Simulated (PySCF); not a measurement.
C₄H₆, triplet, SMILES `[CH2]C([CH2])=C`.

Method: LDA (SVWN)/def2-SVP; geometry: GFN2-xTB; program: PySCF. No frequency check shows the geometry to be a minimum. The stability of the open-shell solution wasn't checked. GFN2-xTB doesn't know the spin state, so this open-shell geometry is rough.

Cartesian coordinates (Å):

```
C1       1.3542   -0.3628    0.0000
C2       0.0000   -0.0000    0.0000
C3      -0.9913   -0.9913    0.0000
C4      -0.3629    1.3542    0.0000
H5       1.6504   -1.3951    0.0000
H6       2.1269    0.3830    0.0000
H7      -2.0334   -0.7318    0.0000
H8      -0.7317   -2.0334    0.0000
H9      -1.3951    1.6504    0.0000
H10      0.3830    2.1269    0.0000
```

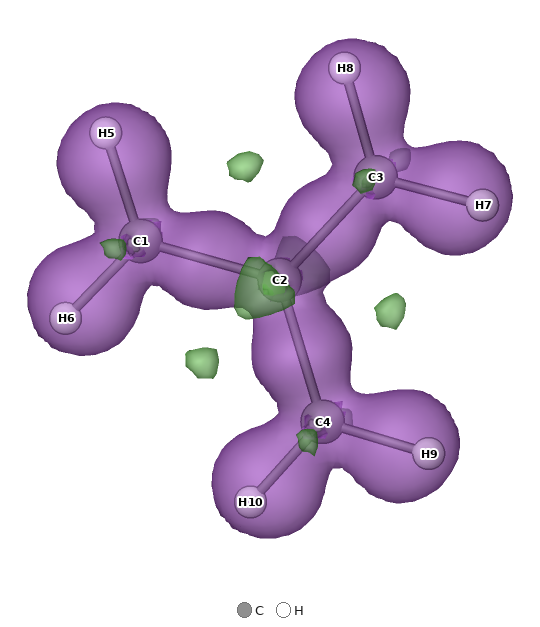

Deformation density (molecule less spherical, spin-averaged free atoms at the same positions), surfaces at ±0.1 e/Å³; purple: gain, green: loss.

Describe the bonding that the map shows.

C3–H7, C1–H6, C4–H9, C1–H5 and 2 more like them: +0.69 e/Å³ at the bond critical point (bond length 1.07 Å, Mayer order 0.9). C1–C2, C2–C3 and C2–C4: +0.57 e/Å³ at the bond critical point (bond length 1.40 Å, Mayer order 1.4). In all, 2.0 electrons gather in the regions of gain relative to the promolecule.

Where do the Hirshfeld charges lie?

The highest Hirshfeld charge is on H5, H6, H7, H8, H9 and H10 (+0.04 e), the lowest on C1, C3 and C4 (−0.09 e).

The PySCF run took 8.8 s on 1 thread of Arm Neoverse V1, on a shared host, peak memory 0.24 GiB.
